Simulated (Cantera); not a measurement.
Charge: 1 mol TiO2, 13 mol H2, held at 10.0 Torr.

These are equilibrium values from Cantera (NASA tables, ideal gas, pure condensed phases), not measurements of a reactor. Candidate condensed phases: H2O, Ti, TiO, TiO2, Ti2O3, Ti3O5, Ti4O7; 12 gas species. Mutual solubility and eutectic melting of coexisting phases are not modelled. Condensed phases not in the tables: Magnéli phases beyond Ti4O7. Rates play no part.

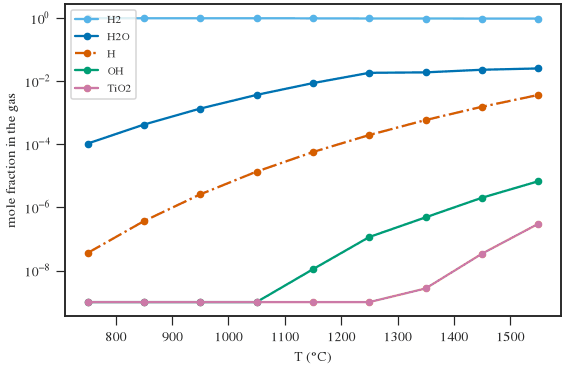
Equilibrium gas composition (values under 1e-9 drawn at 1e-9)

From 750 °C to 1250 °C the condensed part is TiO2(rutile) + Ti4O7(s). At 1350 °C the condensed part is Ti4O7(s). At 1450 °C the condensed part is Ti3O5(s) + Ti4O7(s). At 1550 °C the condensed part is Ti3O5(s).
